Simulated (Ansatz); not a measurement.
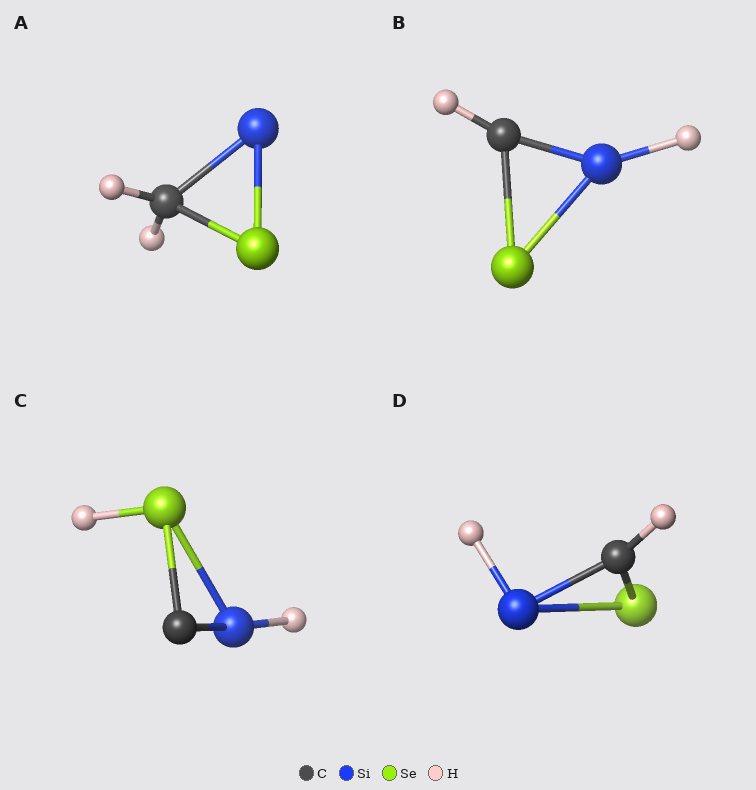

4 stationary structures of one formula. Geometries: PBE-D4/def2-SVP. Electronic energies: PBE-D4/def2-SVP (Ansatz 0.2.0), without zero-point energy. No frequency run is at hand to confirm each as a minimum.

> Which structure is the most stable?

A is lowest (Cs); D lies 1.579 eV above it (C1), B lies 2.519 eV above it (Cs), C lies 4.174 eV above it (C1).
